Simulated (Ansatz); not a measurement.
**A failed many-body run on Te (P3_121)**

What is wrong with this input for Te (P3_121)?

Program: Ansatz 0.2.0. Level of theory: G0W0 on PBE, plane waves, PAW; PAW set soft_1. Results are calculated unless marked as measured.

**1. Set-up**

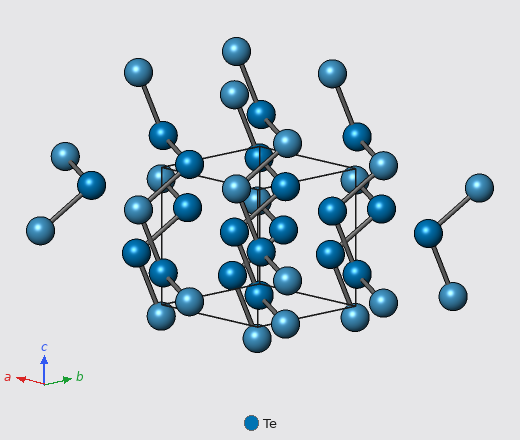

The cell as given, from a free direction (tellurium blue). 2×2×1 cells are drawn. Some periodic images of atoms are drawn too.

As a file:

```cif
data_structure
_symmetry_space_group_name_H-M 'P3_121'
_symmetry_Int_Tables_number 152
_cell_length_a 4.4572
_cell_length_b 4.4572
_cell_length_c 5.9290
_cell_angle_alpha 90.000
_cell_angle_beta 90.000
_cell_angle_gamma 120.000
_cell_volume 102.01
loop_
_atom_site_label
_atom_site_type_symbol
_atom_site_symmetry_multiplicity
_atom_site_Wyckoff_symbol
_atom_site_fract_x
_atom_site_fract_y
_atom_site_fract_z
_atom_site_occupancy
Te1 Te 3 a 0.26330 0.00000 0.33333 1
```

The cell and positions come from the Crystallography Open Database and are kept as given unless a step says otherwise. Spin-orbit coupling is left out unless a step names it. The default PAW set here is soft_1. Its files were made with PBE.

**2. First try**

The input, input.yaml:

```yaml
crystal:
  lattice:
    - [4.4572, 0.0, 0.0]
    - [-2.2286, 3.8600484297, 0.0]
    - [0.0, 0.0, 5.929]
  atoms:
    - { symbol: Te, position: [0.2633, 0.0, 0.3333333333] }
    - { symbol: Te, position: [0.0, 0.2633, 0.6666666667] }
    - { symbol: Te, position: [0.7367, 0.7367, 0.0] }
kpoints:
  mp_grid: { grid: [6, 6, 2] }
hamiltonian:
  xc: pbe
  pseudopotentials: { kind: paw_fr, azcp: { folder: soft_1 } }
scf:
  occupations: { method: fixed }
magnetization:
  noncollinear: true
  spin_orbit: true
gw:
  n_empty_bands: 107
  ecut_chi: 60
  qp_bands: [v2, c2]
  qp_kpoints: band_edges
  screening: { model: contour_deformation }
```

On the command line:

```console
> ansatz run input.yaml --threads 3 --pin off --max-ram 92160MiB --backend cpu --events-out ev --progress --plain --runs-dir out
```

Numbers of over 12 decimals in the logs are rounded to 6 here.

The log of the run:

```text
Error: gw: with magnetization.noncollinear: true — the χ₀/Σ pipeline is wired for the unpolarised channel only — spinor oscillator elements and the per-channel sum are not implemented; use an unpolarised deck
```

Wall time 0.05 s (3 threads of AMD EPYC 7R13 (Zen 3), shared host); peak memory 0.038 GiB.

Q: What is the fault?

The program refused the input before any cycle.

The program's message: “Error: gw: with magnetization.noncollinear: true — the χ₀/Σ pipeline is wired for the unpolarised channel only — spinor oscillator elements and the per-channel sum are not implemented; use an unpolari …”

The fault: spin-orbit coupling. The physics allows it, but this program's G0W0 has no spinor form; spin-orbit coupling is taken from a separate density-functional step.

**3. A better input**

Now the one-shot GW correction: screening in the RPA, then the self-energy of the levels asked for. This step takes PAW set soft_1 files.

input.yaml, the sections that differ from step 2:

```yaml
kpoints:
  mp_grid: { grid: [6, 6, 4] }
hamiltonian:
  xc: pbe
  pseudopotentials: { kind: paw, azcp: { folder: soft_1 } }
# crystal, scf, gw: as in step 2
# magnetization: removed
```

On the command line:

```console
> ansatz run input.yaml --threads 3 --pin off --max-ram 92160MiB --backend cuda --events-out ev --progress --plain --runs-dir out --devices 1 --max-vram 13GiB
```

The log of the run:

```text
GPUs: using 1 of 1 available (devices: 1).
[...]
device memory: the entry about to start is reckoned to put 1.0 GiB on a device that reports 52.6 GiB free (of which the cap on the GPU budget leaves the run 13.0 GiB)
GPU FFT provider: cuFFT
GPU libraries: cuBLAS 13.8.2, cuFFT 12.4.0, cuSOLVER 12.3.4
Crystal: 3 atoms, lattice volume = 102.008 Å³
Basis set: ecut = 420 eV, 2017 PW (Γ)
Bands: 29, of which v1, the nominal top of the filled ones, is band 24 counted from 1 (23 counted from 0)
Symmetry: 6 space group operations
[...]
k-points: 24 of 144 (time reversal used)
[...]
GPU buffer pool allocated for 36000 grid points (all kernels)
GPU transforms: local potential and band sums: pruned to the plane-wave sphere, on 30×30×40
[...]
SCF iter   1: F=—  HF=-20940.145285 eV  |F-HF|=—  |Δ(HF+E_count)|=         —  Δρ=1.60e-2  dr2=1.90e-1  ethr=3.10e-3  ⟨swp⟩=4.8  Hψ=2682  notcnv=0  defer=66
[...]
0    25      9.7612   -10.8339    -3.1410   -14.2632  0.7073    10.0698    10.0495  root ?
     0    26      9.7612   -10.8339    -3.1410   -14.2632  0.7073    10.0698    10.0495  root ?
     2    23      7.6657   -15.2163     1.6062   -13.5766  0.7007     7.6321     7.6323  root
     2    24      7.6657   -15.2163     1.6062   -13.5766  0.7007     7.6321     7.6323  root
     2    25      9.2640   -10.4052    -2.8180   -13.4430  0.7179     9.4919     9.4838  root
     2    26      9.3229    -9.8483    -3.0680   -13.1509  0.7271     9.5674     9.5575  root
     3    23      7.7997   -15.3756     1.4833   -13.8840  0.7048     7.7914     7.7913  root
     3    24      7.9455   -15.0381     1.3515   -13.6765  0.7077     7.9354     7.9354  root
[...]
23    23      8.7085   -15.3209     0.8517   -14.5395  0.7202     8.7782     8.7787  root
    23    24      8.7085   -15.3209     0.8517   -14.5395  0.7202     8.7782     8.7787  root
    23    25      8.8916   -10.9434    -2.6857   -13.9051  0.7251     9.1844     9.1677  root
    23    26     10.1695   -10.4425    -3.1668   -13.8823  0.7086    10.4593    10.4425  root
[key lines of the parts left out:]
SCF converged after 7 iterations
Free energy (F): -20940.129062 eV
Fermi energy:    8.708514 eV
```

It took 22 s on 1 × NVIDIA H100 80GB HBM3 (shared by 6 runs) with 3 threads; peak memory 1.2 GiB.

Reading the cycles: dr2 is the Hartree energy of the density residual (eV), the measure of convergence; HF is the Harris–Foulkes estimate of the energy, which meets the free energy F at convergence.

This step gave:

* bands summed: 131
* RPA ε∞ on this mesh (eigenvalues): 48.55, 333.8, 333.8
* plane waves in the screening matrix: 109
* q-points in the mesh: 144
* G0W0 gap on the mesh: 0.3889 eV
* k of the valence top: 0.3333, 0.3333, -0.5
* k of the conduction bottom: 0.3333, 0.3333, -0.5
* starting gap on the mesh: 0.1831 eV
* Z at the valence top: 0.7202
* Z at the conduction bottom: 0.7251
* least direct G0W0 gap on the computed points: 0.3889 eV

The gap on the mesh goes from 0.18 eV to 0.39 eV, a correction of +0.21 eV. Between the two edge states, bare exchange in place of the xc potential would open the gap by 3.74 eV, and correlation takes back 3.54 eV.

**4. Summary of results**

```json
{
  "first try": "refused after 0.05 s",
  "better run": "G0W0 gap on the mesh 0.39 eV (6×6×4 mesh, 107 empty bands, screening to 60 eV, PAW set soft_1 files)"
}
```

**Reading.** The second run differs in: start, files and mesh. Bands and cutoff are finite, so the gap is not at the basis limit. The miss can reach some tenths of an eV and take either sign; the mesh is an error of its own. The 6×6×4 mesh is coarse for this cell (its supercell is 24 Å along the shortest edge). The RPA ε∞ on it, from the PBE start, is 48.55 and 333.83; such meshes misread the long-range screening, most where the gap is narrow. With atoms this heavy and so narrow a gap, spin-orbit coupling can invert the bands. These scalar-relativistic gaps are then model values, not to be set against experiment, and a spin-orbit change taken from DFT can't simply be added. On this mesh the RPA ε∞ passes 90, more than nearly any semiconductor shows; a coarse mesh does this where one point with a narrow direct gap carries much weight. The screening is then too strong, and the G0W0 gap should not be taken as the material's.

[Paths, hosts, dates, memory and timing lines, banners, echoed tables and standing remarks are left out of the program output.]

[Logs are printed without paths, hosts, clocks, repeated set-up lines and the standing remarks that a program may print on its own settings, such as how far it seeks lower states.]

[Runs of the session that timed out or met a known fault of the program may be left out.]

[Cells called generated may have been cut or substituted from an entry of the Crystallography Open Database or the Materials Project.]

[Hosts, paths, dates, database ids (printed as entryN), source tags and the programs' standing remarks are cut or masked in the printed files.]
